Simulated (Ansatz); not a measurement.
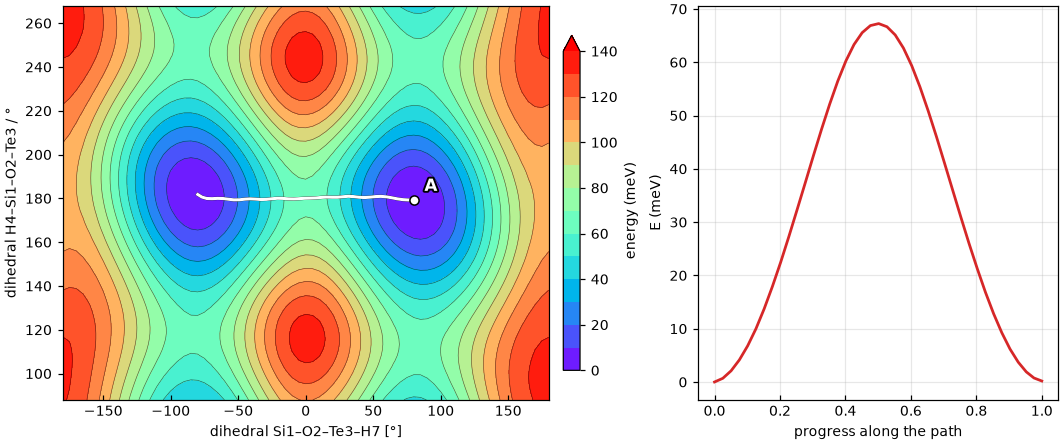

H4OSiTe, SMILES [SiH3]O[TeH]. The first coordinate is: dihedral Si1–O2–Te3–H7; the second: dihedral H4–Si1–O2–Te3. Nothing is relaxed (all other coordinates rigid). The grid has 15 × 17 points. Points are written as (first, second). Energies: meV, counted from the lowest grid point. Theory: Ansatz, RKS PBE0-D4/def2-TZVP.

In the figure: filled contours, a line along the lowest path, one colour for all values above the top of the scale, the energy along the path at the right, the start A. Between grid points the surface is interpolated.

Describe the path and its barrier.

Answer. The easiest path leads from the well at (84°, 178.0°) to a well of about the same depth at about (−80°, 182°). Its highest point lies about 67 meV above the bottom of the first well on the interpolated surface, at about (0°, 180°). The start is the relaxed structure and all else is held, so a fully relaxed path at this level can only be lower.
